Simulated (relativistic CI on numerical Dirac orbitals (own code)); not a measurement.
```
atom Ru  Z=44  charge=4  electrons=40
nucleus A=102  rms_radius_fm=4.4809
hamiltonian dirac-coulomb  breit=on  qed=on  c_scale=1
orbitals kli  potential=per-configuration
slater_scale 0.85
correlation p86
mixing on
configurations
  [Kr] 4d4
  [Kr] 4d3 5s
  [Kr] 4d3 4f
  [Kr] 4d3 5p
  [Ar] 3d10 4s2 4p5 4d5
  [Kr] 4d3 5d
  [Kr] 4d3 6s
  [Kr] 4d3 6p
  [Kr] 4d2 5s 5p
  [Kr] 4d3 6d
  [Kr] 4d3 5f
  [Kr] 4d3 6f
  [Kr] 4d2 5s2
  [Kr] 4d 4f 5s2
  [Kr] 4d 5s2 5p
  [Kr] 4d 5s2 5d
  [Kr] 4d 5s2 6s
  [Kr] 4d2 5p2
  [Kr] 4d 5s 5p2
  [Kr] 4d 4f 5p2
  [Kr] 4d 5p3
  [Kr] 4d 5p2 5d
  [Kr] 4d 5p2 6s
end
```

Run as (the task file carries these settings):
```bash
python run_levels.py task.json out
```

Level of the calculation: Dirac CI, KLI exchange-only orbitals, Breit term, model QED, valence Slater integrals scaled by 0.85, a P86 correlation estimate for each configuration (radial Dirac CI code). The envelope is a Gaussian of full width 0.02 eV, scaled to the tallest stick.

Levels without a good LS label are named by their open jj subshells in square brackets.

The plot shows absorption lines from the lowest level (oscillator strengths f):

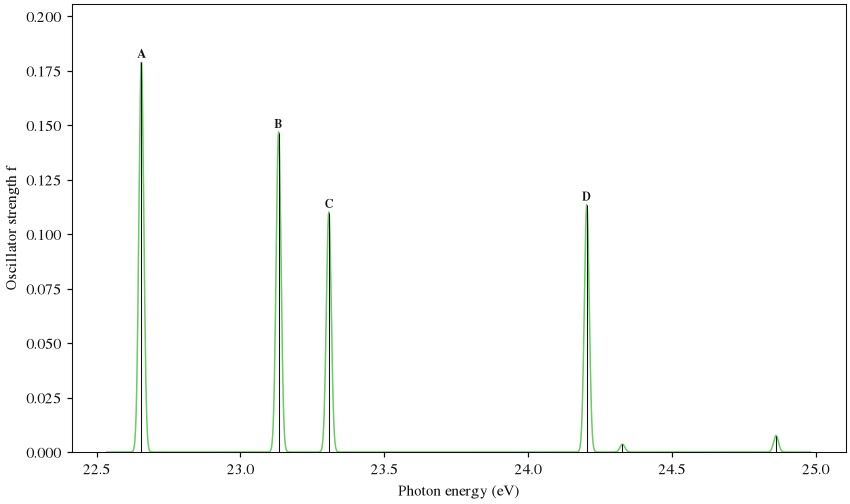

The lettered lines are A: 4d³ 5p ³D°₁ ← 4d⁴ ⁵D₀, 22.66 eV, f = 0.18; B: 4d³ 5p ⁵D°₁ ← 4d⁴ ⁵D₀, 23.13 eV, f = 0.15; C: 4d³ 5p [(4d₃/₂)² 4d₅/₂ 5p₃/₂] J = 1 ← 4d⁴ ⁵D₀, 23.31 eV, f = 0.11; D: 4d³ 5p ⁵P°₁ ← 4d⁴ ⁵D₀, 24.20 eV, f = 0.11. The strongest, A, lies in the extreme ultraviolet region.

Note: configurations can be misplaced by up to about 7 % of their energy; only a limited list of configurations is included, so lower levels can be missing; only lines among the lowest 200 of 2424 levels are drawn, so those from 4d³ 5d are incomplete.
